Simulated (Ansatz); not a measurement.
# [SiF3]− (SMILES F[Si-](F)F) at 6 levels

Wanted: a comparison of 6 runs (B2PLYP/STO-3G, revPBE/STO-3G, UMP2/STO-3G, BCCD(T)/STO-3G, CCSD/STO-3G, UCCSD(T)/STO-3G) of [SiF3]−. 

The calculation is run with Ansatz 0.2.0.

5 further runs of the same task are left out: 4 that didn't finish, 1 set aside as unsound or not needed.

### 1 The structure to begin with

[SiF3]−: 4 atoms, total charge -1, spin state singlet. As SMILES, `F[Si-](F)F`. The F4–Si1 distance was set to 3.394 Å, away from the relaxed value. At this shape a bond of the SMILES string is far longer than usual.

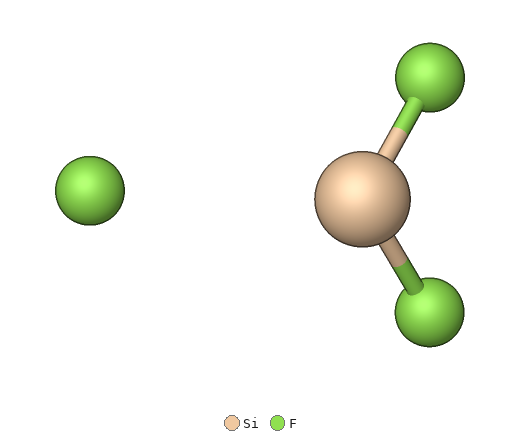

The structure, seen from a chosen angle (silicon light orange, fluorine green).

### 2 A single-point energy at B2PLYP/STO-3G (run 1)

File run.yaml:

```yaml
crystal:
  periodic: [false, false, false]
  atoms:
    - symbol: Si
      position_ang: [0.727602, 1.236620, 1.595415]
    - symbol: F
      position_ang: [2.160382, 1.199890, 0.693415]
    - symbol: F
      position_ang: [0.044762, 2.481100, 0.667555]
    - symbol: F
      position_ang: [-0.736530, -1.225060, -0.225300]
basis:
  gaussian:
    orbitals: STO-3G
hamiltonian:
  xc: {name: B2PLYP}
total_charge: -1
accuracy: high
correlation:
  frozen_orbitals: {F: 1, Si: 5}
```

On the command line:

```bash
$ ansatz run run.yaml --threads 1 --pin off --max-ram 2610MiB --events-out events.jsonl --progress --plain --runs-dir runs
```

Standard output:

```text
Warning: RAYON_NUM_THREADS=1 ignored (pool sized by the plan → 1); use --threads N
Functional definition: B2PLYP
  name "B2PLYP"
  parameter a = 0.53
  parameter c = 0.27
  exchange = (1 - a)*b88_x + a*exact_x
  correlation = (1 - c)*lyp_c + c*(mp2_os + mp2_ss)
415 factors; integrals over basis functions are off by at most 3.8e-8 eV
mean field evaluation 1: about -15792.6371 eV, gradient 1.4e1 eV
mean field evaluation 2: about -15792.6565 eV, gradient 1.4e1 eV
mean field evaluation 4: about -15793.3712 eV, gradient 8.3e0 eV
mean field evaluation 8: about -15793.7510 eV, gradient 1.7e1 eV
mean field evaluation 16: about -15795.7176 eV, gradient 6.9e-4 eV
mean field evaluation 32: about -15795.5502 eV, gradient 2.0e0 eV
mean field -15795.71755489 eV, -580.4819134202 hartree, gradient 7.3e-9 eV, S^2 0.000000; 2 other end points of the search recorded, 0 dependent functions left out; unrestricted orbitals would lower it
8 core orbitals not correlated: weight in the atoms' cores, before any rotation towards them, 1.000 or more for the frozen orbitals, at most 0.000 for the correlated occupied ones
reference -15795.71756895 eV, -580.4819139368 hartree; 13, 13 occupied and 3, 3 virtual orbitals, 415 factors
second order -6.97246533 eV of doubles, -0.00000000 eV of singles
Total energy: -15797.60013459 eV, -580.5510969481 hartree
```

It took 0.8 s on 1 thread of AMD EPYC 9R45 (Zen 5), shared host; peak memory 0.12 GiB.

### 3 A single-point energy at revPBE/STO-3G (run 2)

File in.yaml:

```yaml
crystal:
  periodic: [false, false, false]
  atoms:
    - {symbol: Si, position_ang: [0.727602, 1.236620, 1.595415]}
    - {symbol: F, position_ang: [2.160382, 1.199890, 0.693415]}
    - {symbol: F, position_ang: [0.044762, 2.481100, 0.667555]}
    - {symbol: F, position_ang: [-0.736530, -1.225060, -0.225300]}
basis:
  gaussian:
    orbitals: STO-3G
total_charge: -1
hamiltonian:
  xc: {name: revPBE}
accuracy: high
```

On the command line:

```bash
$ ansatz run in.yaml --threads 1 --pin off --max-ram 2610MiB --events-out events.jsonl --progress --plain --runs-dir runs
```

Standard output:

```text
Warning: RAYON_NUM_THREADS=1 ignored (pool sized by the plan → 1); use --threads N
Functional definition: revPBE
  name "revPBE"
  parameter kappa = 1.245
  parameter beta = 0.06672455060314922
  exchange = pbe_x(kappa = kappa, mu = beta*pi^2/3)
  correlation = pbe_c(beta = beta)
415 factors; integrals over basis functions are off by at most 3.8e-8 eV
mean field evaluation 1: about -15801.9054 eV, gradient 1.5e1 eV
mean field evaluation 2: about -15389.7300 eV, gradient 1.8e1 eV
mean field evaluation 4: about -15801.8431 eV, gradient 1.3e1 eV
mean field evaluation 8: about -15806.8283 eV, gradient 1.0e-1 eV
mean field evaluation 16: about -15777.2285 eV, gradient 6.4e0 eV
mean field -15806.82838275 eV, -580.8902288131 hartree, gradient 2.2e-8 eV, S^2 0.000000; 0 other end points of the search recorded, 0 dependent functions left out
reference -15806.82838437 eV, -580.8902288725 hartree; 21, 21 occupied and 3, 3 virtual orbitals, 415 factors
Total energy: -15806.82838437 eV, -580.8902288725 hartree
```

It took 0.46 s on 1 thread of AMD EPYC 9R45 (Zen 5), shared host; peak memory 0.12 GiB.

Runs 3 to 5 aren't shown in full; the table further down has their settings and results.

### 4 A single-point energy at UCCSD(T)/STO-3G (run 6)

File molecule.yaml:

```yaml
crystal:
  periodic: [false, false, false]
  atoms:
    - {symbol: Si, position_ang: [0.727602, 1.236620, 1.595415]}
    - {symbol: F, position_ang: [2.160382, 1.199890, 0.693415]}
    - {symbol: F, position_ang: [0.044762, 2.481100, 0.667555]}
    - {symbol: F, position_ang: [-0.736530, -1.225060, -0.225300]}
basis:
  gaussian:
    orbitals: STO-3G
total_charge: -1
magnetization:
  spin_polarized: true
  initial_magnetization: 0
correlation:
  method: ccsd_t
  frozen_orbitals: {F: 1, Si: 5}
accuracy: high
scf:
  omitted_lower_state_checks: [cluster_reference, increment]
```

On the command line:

```bash
$ ansatz run molecule.yaml --threads 1 --pin off --max-ram 2610MiB --events-out events.jsonl --progress --plain --runs-dir runs
```

Standard output:

```text
Warning: RAYON_NUM_THREADS=1 ignored (pool sized by the plan → 1); use --threads N
[... 15 lines left out ...]
8 core orbitals not correlated: weight in the atoms' cores, before any rotation towards them, 1.000 or more for the frozen orbitals, at most 0.000 for the correlated occupied ones
[... 104 lines left out ...]
Total energy: -15769.07137386 eV, -579.5026843290 hartree
Checks for a lower state left out: cluster_reference, increment
```

It took 0.58 s on 1 thread of AMD EPYC 9R45 (Zen 5), shared host.

### 5 Overview of the runs

```
run            level  frozen core orbitals  energy (Eh)  wall time
  1    B2PLYP/STO-3G                     8  -580.551097      0.8 s
  2    revPBE/STO-3G                     –  -580.890229     0.46 s
  3      UMP2/STO-3G                     8  -579.488246     0.18 s
  4   BCCD(T)/STO-3G                     8  -579.506017     0.24 s
  5      CCSD/STO-3G                     8  -579.497392     0.16 s
  6  UCCSD(T)/STO-3G                     8  -579.502684     0.58 s
```

### 6 Outcome

| quantity | value |
| --- | --- |
| run 6: total energy | -579.50268 Eh |
| run 6: correlation energy (8 core orbitals frozen) | -56.2 mEh |
| run 6: (T) correction | -2.93 mEh |
| run 6: ⟨S²⟩ of the reference determinant | 0.992 |
| run 6: T1 diagnostic | 0.012 |

What this shows: Totals of different functionals can't be ranked against each other. In run 5 the T1 diagnostic is large, so a single reference may not serve. In runs 1, 4, 5 the log says that unrestricted orbitals would lower the reference, so the values rest on an unstable closed-shell determinant (other closed-shell runs at this shape may share the fault). In runs 1, 2, 3, 4, 5, 6 the basis is minimal, so the values are rough. Spin contamination of the reference: run 3 ⟨S²⟩ = 0.99, run 6 ⟨S²⟩ = 0.99. Where it is this large, the reference is a mixture of spin states, and values that rest on it are in doubt. All runs together took 2.4 s, the longest 0.8 s.
